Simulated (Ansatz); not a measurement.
```yaml
atoms:
  - { symbol: Ga, position_ang: [-1.1344, -0.4316, 1.5297] }
  - { symbol: S, position_ang: [0.3171, 0.7698, -0.5876] }
  - { symbol: H, position_ang: [0.9437, -0.3368, -1.0141] }
  - { symbol: H, position_ang: [-1.5648, -1.3034, 0.1450] }
  - { symbol: H, position_ang: [1.4386, 1.3021, -0.0730] }
```

The product side of a reaction path; geometry: PBE0-D4/def2-TZVP.

Theory: Ansatz 0.2.0, RKS PBE0-D4/def2-TZVPP.

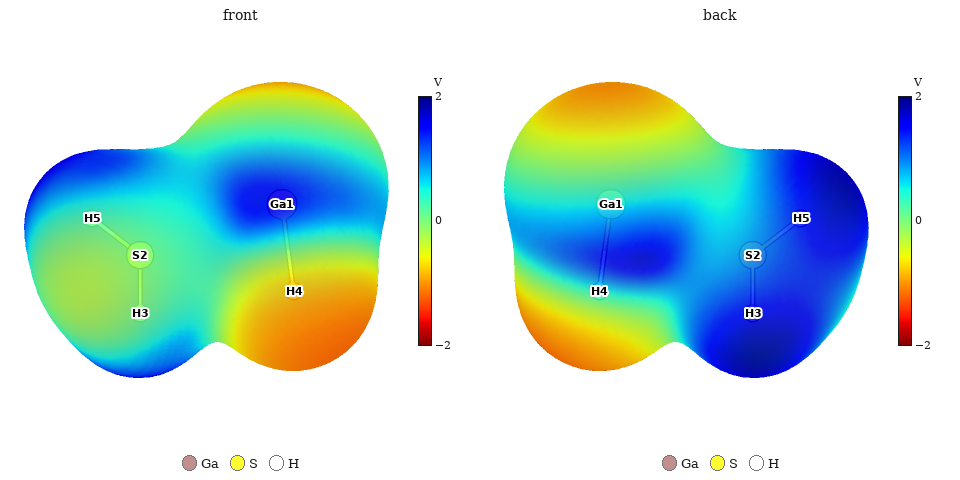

GaH···H₂S. The electrostatic potential painted on the density surface at 0.002 e/bohr³, seen from the front and from behind; the colour scale runs from red (negative) to blue (positive).

### Which sites attract a positive test charge, and which a negative one?

A positive charge is drawn to the negative regions and a negative charge to the positive ones. The most negative region (about −1.2 V) lies over H4, the most positive (about +1.9 V) over H3 and H5.
